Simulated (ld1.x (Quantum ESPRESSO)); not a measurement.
**Pseudopotential generation: Cr (part 2 of 2)**

Continued. System: chromium (Cr, Z = 24), core [Ar], reference valence 3d5 4s1 4p0, valence charge 6. Method: TM potential, BLYP, fully relativistic, made with ld1.x (Quantum ESPRESSO) 7.5.

Output of the test run (extracts), continued:
```
     ---------------------- Testing the pseudopotential ----------------------

     Cr
     dirac relativistic calculation

     atomic number is 24.00   valence charge is  6.00
     dft =BLYP   lsd =0 sic =0 latt =0  beta=0.20 tr2=1.0E-14
     mesh =1183 r(mesh) =  99.18097 xmin = -7.00 dx = 0.01250

     n l  j  nl             e AE (Ry)       e PS (Ry)    De AE-PS (Ry)
     3 2 1.5 3D   1( 2.20)       -0.14344       -0.13985       -0.00359
     3 2 2.5 3D   1( 3.30)       -0.13815       -0.13985        0.00171
     1 0 0.5 4S   1( 0.50)       -0.27309       -0.27485        0.00176
     2 1 0.5 4P   1( 0.00)       -0.06398       -0.06511        0.00113
     2 1 1.5 4P   1( 0.00)       -0.06241       -0.06354        0.00113

     eps = 2.3E-10  iter =201

     Etot =   -2101.626778 Ry,   -1050.813389 Ha,  -28594.089007 eV
     Etotps =   -19.201912 Ry,      -9.600956 Ha,    -261.255322 eV
     dEtot_ae =       0.054702 Ry
     dEtot_ps =       0.055328 Ry,   Delta E=      -0.000626 Ry

     Ekin =      41.409106 Ry,      20.704553 Ha,     563.399589 eV
     Encl =     -75.570426 Ry,     -37.785213 Ha,   -1028.188023 eV
     Ehrt =      19.695700 Ry,       9.847850 Ha,     267.973649 eV
     Ecxc =      -4.918529 Ry,      -2.459264 Ha,     -66.919994 eV
     Epseu=       0.182237 Ry,       0.091118 Ha,       2.479457 eV

     ---------------------- End of pseudopotential test ----------------------

     ---------------------- Testing the pseudopotential ----------------------

     Cr
     dirac relativistic calculation

     atomic number is 24.00   valence charge is  6.00
     dft =BLYP   lsd =0 sic =0 latt =0  beta=0.20 tr2=1.0E-14
     mesh =1183 r(mesh) =  99.18097 xmin = -7.00 dx = 0.01250

     n l  j  nl             e AE (Ry)       e PS (Ry)    De AE-PS (Ry)
     3 2 1.5 3D   1( 1.60)       -1.01477       -1.01691        0.00214
     3 2 2.5 3D   1( 2.40)       -1.00802       -1.01691        0.00889  !
     1 0 0.5 4S   1( 1.00)       -0.84241       -0.83815       -0.00425
     2 1 0.5 4P   1( 0.00)       -0.52249       -0.52249        0.00000
     2 1 1.5 4P   1( 0.00)       -0.51779       -0.51779        0.00000

     eps = 1.0E-09  iter =201

     Etot =   -2101.098561 Ry,   -1050.549280 Ha,  -28586.902241 eV
     Etotps =   -18.672277 Ry,      -9.336138 Ha,    -254.049269 eV
     dEtot_ae =       0.582920 Ry
     dEtot_ps =       0.584963 Ry,   Delta E=      -0.002043 Ry

     Ekin =      37.687789 Ry,      18.843895 Ha,     512.768498 eV
     Encl =     -67.797803 Ry,     -33.898901 Ha,    -922.436099 eV
     Ehrt =      14.961576 Ry,       7.480788 Ha,     203.562605 eV
     Ecxc =      -4.219346 Ry,      -2.109673 Ha,     -57.407121 eV
     Epseu=       0.695507 Ry,       0.347753 Ha,       9.462848 eV

     ---------------------- End of pseudopotential test ----------------------
```

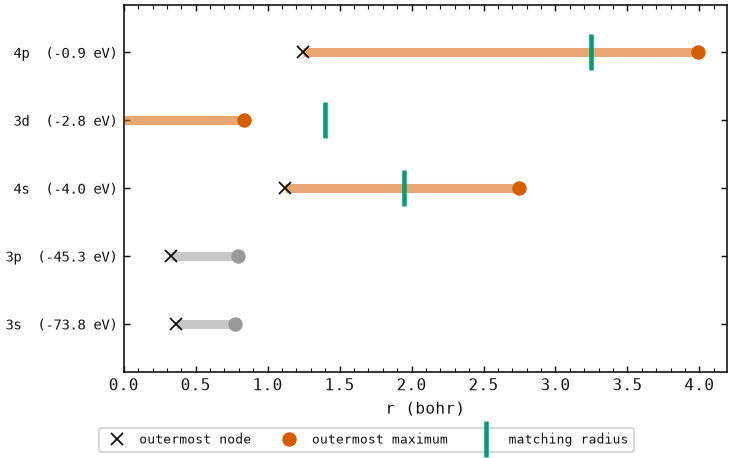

*Outer shells of the all-electron reference atom: each bar runs from the outermost node (or the nucleus) to the outermost maximum of u(r); the tick is the radius chosen for the pseudo-wave. Shells without a tick have no pseudo-wave of their own. Levels, nodes and maxima are from ld1.x, scalar-relativistic.*

- Radii against the shells: 4s: 1.95 bohr, between node and maximum; 3d: 1.40 bohr, outside the maximum; 4p: 3.25 bohr, between node and maximum.

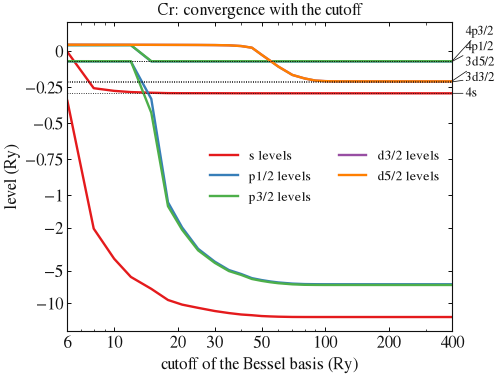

*The pseudo-atom Hamiltonian at the reference potential is diagonalised in spherical Bessel functions (20 bohr box) up to the cutoff. Curves: the lowest levels of each channel that holds a bound state. Dotted lines: the all-electron valence levels.*

- Ghost states: below the valence levels: s at -182.2 eV, p3/2 at -92.0 eV, p1/2 at -90.7 eV. A ghost is a state of the pseudo-atom that lies below a valence level of its channel, or is bound in a channel without one, and matches no all-electron valence level; bound levels above the valence ones can be real empty states. In Ry: s -13.39, p3/2 -6.76, p1/2 -6.66.
- All-electron valence levels: 4s: -0.29 Ry; 4p1/2: -0.07 Ry; 4p3/2: -0.07 Ry; 3d3/2: -0.21 Ry; 3d5/2: -0.21 Ry.
- Onset of the ghost: the lowest s curve lies clearly below the lowest valence level of its channel from about 8 Ry on and ends at -13.39 Ry.

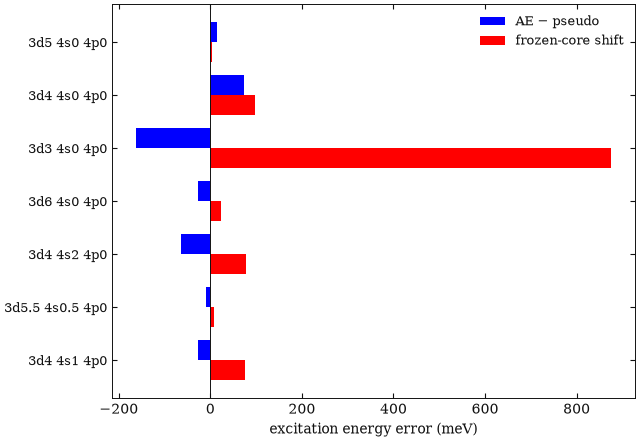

*Errors, all-electron minus pseudo, of the energies of valence configurations relative to the unpolarised reference 3d5 4s1 4p0. The frozen-core shift is the all-electron excitation energy with the core held at its reference shape less the relaxed one.*

- Worst configuration: 3d3 4s0 4p0 (charge +3): the error is -163 meV on an all-electron energy of +53.81 eV relative to the reference, or 0.3 %.
- Frozen-core shift where the error is largest: +875 meV, beside an error of -163 meV. Freezing the core raises the excitation energy, so by itself it would give an error of -875 meV; the rest, +712 meV, comes from the pseudisation.
- Errors in meV: 3d5 4s0 4p0: +14; 3d4 4s0 4p0: +73; 3d3 4s0 4p0: -163; 3d6 4s0 4p0: -28; 3d4 4s2 4p0: -65; 3d5.5 4s0.5 4p0: -8.5; 3d4 4s1 4p0: -28. The potential isn't sound: its ghost test gives ghost states below the valence levels: s at -182.2 eV, p3/2 at -92.0 eV, p1/2 at -90.7 eV.

Outcome of the run: generated, with a ghost state; no spin-orbit splitting in 3d.
